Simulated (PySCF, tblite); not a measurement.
# C6H5FO+ (doublet): geometry, infrared bands and EPR parameters

Wanted: the infrared bands and EPR parameters of C6H5FO+ (doublet) (`OC1=CC(F)=C[CH][CH+]1`), by calculation.

Computed with tblite 0.8.0 and PySCF 2.14.0, with density-fitted response routines of our own, on a single molecule in the gas phase. Atoms are numbered from 0 throughout.

## (1) The molecule as given

13 atoms, charge 1, multiplicity 2; geometry from: force field or distance geometry start.

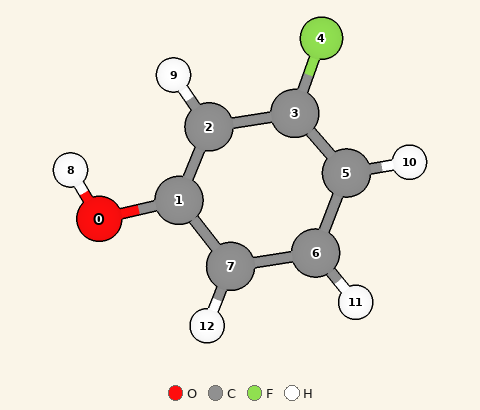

The starting geometry (oxygen red, carbon grey, fluorine green, hydrogen white), atoms numbered.

## (2) Optimising the geometry with GFN2-xTB

What the job is given:

```
{"job": {"kind": "relax", "xc": "GFN2-xTB", "basis": "xTB"}, "charge": 1, "multiplicity": 2}
O      2.460100    -0.418600    -0.546700
C      1.134000    -0.169900    -0.256200
C      0.676600     0.954900     0.312600
C     -0.754700     1.123400     0.580300
F     -1.155100     2.275400     1.153500
C     -1.659600     0.155500     0.309500
C     -1.191100    -1.078800    -0.291100
C      0.227400    -1.242100    -0.564700
H      2.974300     0.362100    -0.287300
H      1.305400     1.789100     0.574100
H     -2.710400     0.287300     0.524500
H     -1.895100    -1.877200    -0.520600
H      0.583700    -2.160500    -1.005700
```

Run with:

```
> OMP_NUM_THREADS=1 python probes_run.py task.json out
```

One launch serves the whole session: the jobs run in the order shown.

The log of the run:

```text
step      E/eV     max force
  0    -643.65742    3.956
  1    -644.17234    1.754
  2    -644.23979    0.786
  3    -644.28396    0.480
  4    -644.29610    0.301
  5    -644.30176    0.157
  6    -644.30488    0.181
  7    -644.30834    0.166
  8    -644.30991    0.084
  9    -644.31055    0.058
 10    -644.31088    0.055
 11    -644.31122    0.050
 12    -644.31153    0.053
 13    -644.31180    0.043
 14    -644.31203    0.044
 15    -644.31220    0.037
 16    -644.31229    0.023
 17    -644.31234    0.021
 18    -644.31237    0.016
 19    -644.31240    0.013
 20    -644.31241    0.009
```

It took 0.09 s on 1 thread of Arm Neoverse V2, shared host.

Along the way:

```tsv
step	energy from step 0 (eV)	largest force (eV/Å)
0	0.0000	3.9565
1	-0.5149	1.7538
2	-0.5824	0.7856
3	-0.6265	0.4796
4	-0.6387	0.3010
5	-0.6443	0.1571
6	-0.6475	0.1812
7	-0.6509	0.1661
8	-0.6525	0.0844
9	-0.6531	0.0576
10	-0.6535	0.0553
11	-0.6538	0.0503
12	-0.6541	0.0530
13	-0.6544	0.0435
14	-0.6546	0.0439
15	-0.6548	0.0368
16	-0.6549	0.0234
17	-0.6549	0.0205
18	-0.6549	0.0158
19	-0.6550	0.0132
20	-0.6550	0.0088
```

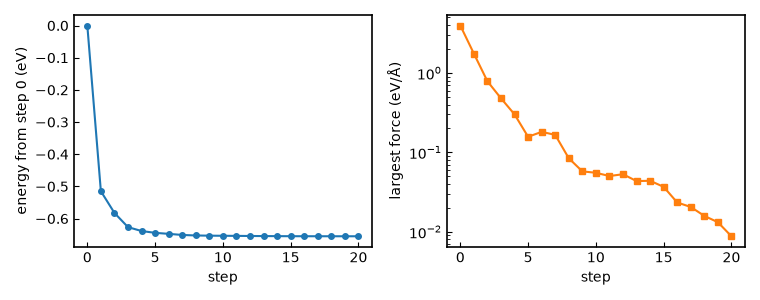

Energy and largest force along the relaxation.

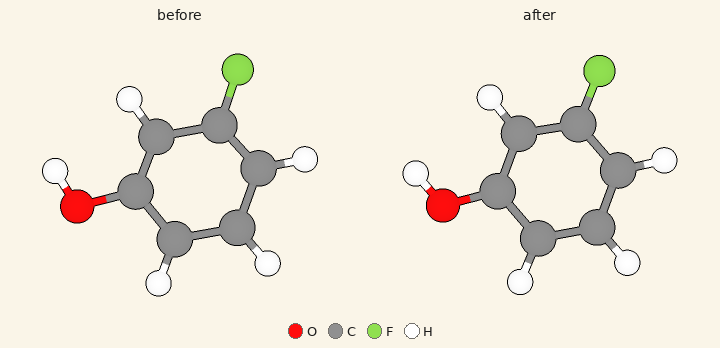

Before and after, at one scale.

Close pairs (by a distance rule), those that changed most:

```tsv
bond	before (Å)	after (Å)	change (Å)
C2–C3	1.466	1.374	-0.092
O0–C1	1.380	1.297	-0.083
C6–C7	1.454	1.374	-0.080
C1–C2	1.341	1.410	+0.069
C3–C5	1.352	1.421	+0.069
C5–C6	1.450	1.394	-0.056
C3–F4	1.348	1.314	-0.034
C6–H11	1.089	1.080	-0.009
```

The final coordinates are the input of the step that follows.

## (3) Harmonic vibrations with GFN2-xTB

What the job is given:

```
{"job": {"kind": "ir", "xc": "GFN2-xTB", "basis": "xTB"}, "charge": 1, "multiplicity": 2}
O      2.357253    -0.409558    -0.528019
C      1.113017    -0.179731    -0.243588
C      0.646162     1.016866     0.338589
C     -0.698804     1.141464     0.592101
F     -1.165973     2.243457     1.134070
C     -1.623548     0.106972     0.285249
C     -1.161731    -1.076336    -0.289751
C      0.176729    -1.234152    -0.555356
H      2.986947     0.305210    -0.316237
H      1.321968     1.824494     0.583775
H     -2.671052     0.262791     0.505837
H     -1.859895    -1.865928    -0.524576
H      0.574540    -2.135063    -0.999821
```

The log of the run:

```text
mode    cm-1     km/mol
  1     168.9      0.63
  2     191.4      7.52
  3     319.4     15.88
  4     351.4      0.57
  5     447.2      1.26
  6     464.1      9.98
  7     478.6      2.78
  8     498.9      1.26
  9     569.2     91.55
 10     640.6    109.58
 11     731.1      6.27
 12     776.7     47.65
 13     837.2     46.45
 14     876.5     14.72
 15     924.9      2.29
 16     941.1     16.30
 17     972.9      7.96
 18    1075.9     95.15
 19    1088.2     21.16
 20    1128.5     84.04
 21    1196.3    168.43
 22    1225.8     12.41
 23    1315.2     64.53
 24    1340.4      1.87
 25    1377.4     31.48
 26    1451.1    514.56
 27    1480.4     61.49
 28    1556.0     76.30
 29    3082.2     25.90
 30    3088.3     10.00
 31    3092.8     19.16
 32    3104.7     29.09
 33    3339.5    215.83
```

Wall time 0.28 s (1 thread of Arm Neoverse V2, shared host).

The strongest bands and the atoms that carry them (share of the mass-weighted mode):

```tsv
cm⁻¹	km/mol	atoms
569	91.5	C1 27 %, H12 26 %, H8 21 %
641	109.6	H8 59 %, C1 17 %, O0 12 %
1076	95.2	H8 46 %, H9 14 %
1128	84.0	H12 39 %, H11 26 %, H10 19 %
1196	168.4	H9 27 %, C3 20 %, C2 14 %, F4 13 %
1451	514.6	C1 48 %, O0 14 %, C6 14 %, C2 11 %
1556	76.3	C3 34 %, C2 26 %, C7 16 %, C6 11 %
3340	215.8	H8 94 %
```

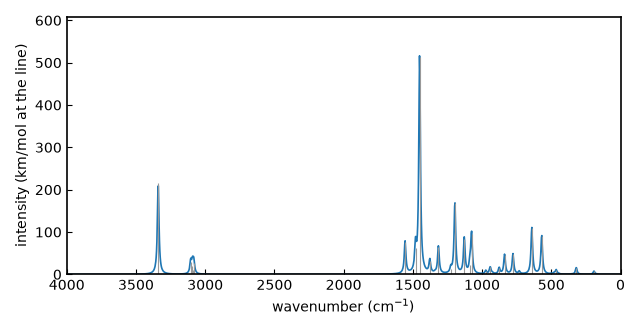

The infrared spectrum from these modes, unscaled. Lines are broadened to a width of 14 cm⁻¹ (Lorentzian).

## (4) EPR parameters: B3LYP/pcH-1

The job, as its differences from that of step 3:

```diff
@@ -1,2 +1,2 @@
-{"job": {"kind": "ir", "xc": "GFN2-xTB", "basis": "xTB"}, "charge": 1, "multiplicity": 2}
+{"job": {"kind": "epr", "basis": "pcH-1"}, "charge": 1, "multiplicity": 2}
 O      2.357253    -0.409558    -0.528019
```

Level: UKS B3LYP, pcH-1 on C F H O, non-relativistic, mean-field spin-orbit, GIAO.

The log of the run:

```text
UKS, coarse grid
  cycle   1  E = -406.32384735  |g| = 5.19e-01
  cycle   2  E = -406.12468735  |g| = 9.16e-01
  cycle   3  E = -406.41080239  |g| = 1.30e-01
  cycle   4  E = -406.41680794  |g| = 7.07e-02
  cycle   5  E = -406.41889135  |g| = 2.22e-02
  cycle   6  E = -406.41911100  |g| = 9.06e-03
  cycle   7  E = -406.41916345  |g| = 2.78e-03
  cycle   8  E = -406.41917064  |g| = 1.61e-03
  cycle   9  E = -406.41917343  |g| = 7.04e-04
UKS, final grid
  cycle   1  E = -406.41918438  |g| = 9.78e-04
  cycle   2  E = -406.41918368  |g| = 1.63e-03
  cycle   3  E = -406.41918484  |g| = 2.36e-04
  cycle   4  E = -406.41918487  |g| = 9.89e-05
  cycle   5  E = -406.41918489  |g| = 8.96e-05
  cycle   6  E = -406.41918490  |g| = 1.78e-05
E = -406.41918490 Eh   <S^2> = 0.7656 (exact 0.7500)
g shifts (ppm)      1          2          3
  rmc          -189       -189       -189
  gc             -1         47         40
  oz_so         -35       1092       2337
  total        -225        950       2188
hyperfine (MHz)  atom isotope    a_iso     a_fc   dipolar eigenvalues
    0   17O     -17.95     -17.95    -62.21     30.39     31.82
    1   13C      -1.81      -1.81    -17.11    -15.19     32.31
    2   13C      -7.17      -7.17     -1.24     -0.38      1.62
    3   13C     -10.02     -10.02     -6.46     -4.72     11.18
    4   19F      20.42      20.42    -59.09    -54.22    113.31
    5   13C      34.90      34.90    -37.00    -35.55     72.55
    6   13C     -28.28     -28.28    -18.61      8.34     10.27
    7   13C      23.31      23.31    -28.05    -26.74     54.78
    8    1H     -14.61     -14.61    -13.55     -6.35     19.90
    9    1H      -2.13      -2.13     -2.72     -1.54      4.26
   10    1H     -30.41     -30.41    -17.18     -2.29     19.47
   11    1H       6.55       6.55     -3.43     -0.18      3.61
   12    1H     -23.43     -23.43    -12.65     -2.89     15.53
```

Run time: 59 s. Hardware: 1 thread of Arm Neoverse V2, shared host; peak memory 0.99 GiB.

Principal g values 2.00209, 2.00327, 2.00451; g(iso) = 2.00329, against 2.00232 for a free electron.

Hyperfine couplings, nucleus by nucleus at this fixed geometry (no averaging over rotations):

```tsv
nuclei	isotope	a(iso) (MHz)	a(iso) (G, at g = 2.0023)	largest dipolar term (MHz)
C5	13C	34.9	12.5	72.6
H10	1H	-30.4	-10.9	19.5
C6	13C	-28.3	-10.1	-18.6
H12	1H	-23.4	-8.4	15.5
C7	13C	23.3	8.3	54.8
F4	19F	20.4	7.3	113.3
O0	17O	-18.0	-6.4	-62.2
H8	1H	-14.6	-5.2	19.9
C3	13C	-10.0	-3.6	11.2
C2	13C	-7.2	-2.6	1.6
H11	1H	6.6	2.3	3.6
H9	1H	-2.1	-0.8	4.3
C1	13C	-1.8	-0.6	32.3
```

Mulliken spin populations:

O0 0.17; C1 0.18; C2 0.00; C3 0.04; F4 0.02; C5 0.46; C6 -0.16; C7 0.34; H8 -0.01; H9 0.00; H10 -0.02; H11 0.00; H12 -0.01

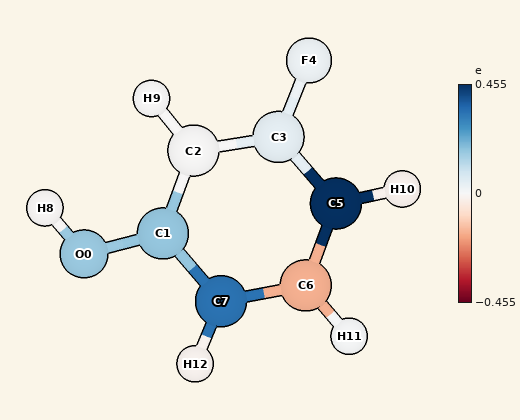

Mulliken spin populations, as colours on the atoms.

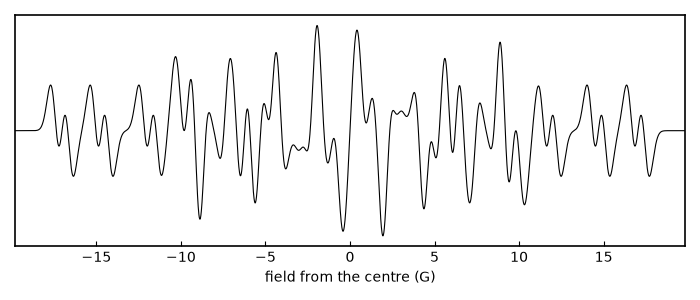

First-order isotropic spectrum (first derivative, main isotopes with spin only, couplings over 0.8 MHz, Gaussian width 0.3 G; couplings of the frozen geometry, rotation of groups not averaged beyond the rows shown).

The fields below are evaluated on a grid from the run's orbitals.

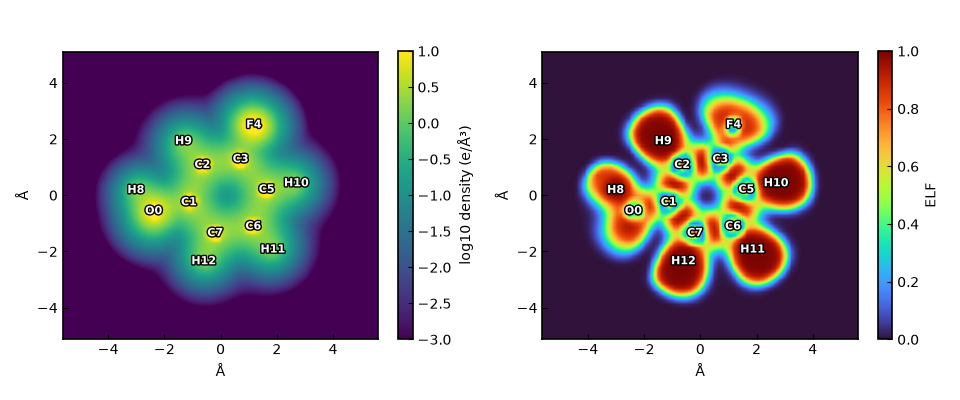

Density (left) and ELF (right) in a plane through or near 13 of the atoms.

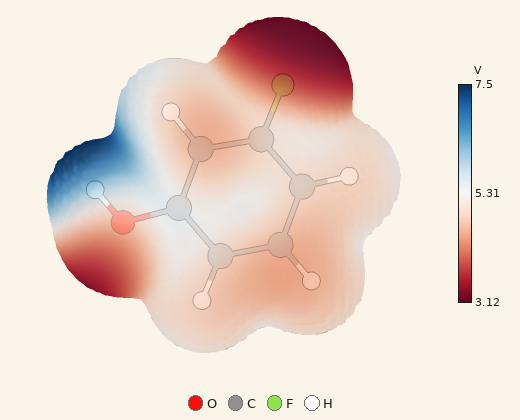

Electrostatic potential on the surface of density 0.002 e/bohr³; red is low, blue high. It runs from 3.12 V near F4 to 7.50 V near H8.

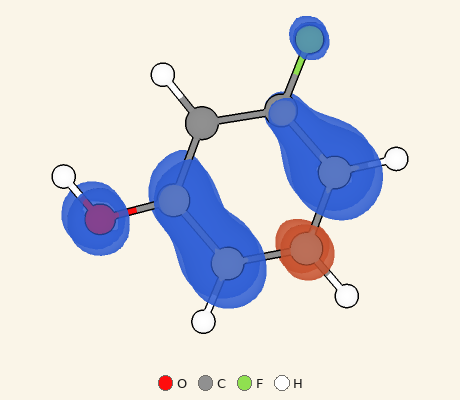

Spin density at ±0.03 e/Å³ (alpha excess blue, beta excess red).

## (5) Outcome

```
                                 quantity                  value
strongest single infrared mode (GFN2-xTB)  1451 cm⁻¹, 515 km/mol
             zero-point energy (GFN2-xTB)          57.4 kcal/mol
                           g(iso) (B3LYP)                2.00329
                                     ⟨S²⟩     0.766 (exact 0.75)
                           largest a(iso)    13C on C5, 34.9 MHz
```

**Reading.** The optimisation took 20 steps and gained 0.655 eV; among the close pairs (by a distance rule), C2–C3 changed most, from 1.466 to 1.374 Å. No mode is imaginary among the 33: a minimum at this level. The strongest single mode, at 1451 cm⁻¹, has its largest shares on C1, O0, C6 and C2 (the list is cut at 4 atoms). GFN2-xTB is a fitted tight-binding method: band positions and strengths are rough. Its intensities can rank the bands wrongly. The largest spin populations lie on C5 (0.46 e), C7 (0.34 e). The isotropic g lies 1.0 ppt above the free-electron value.
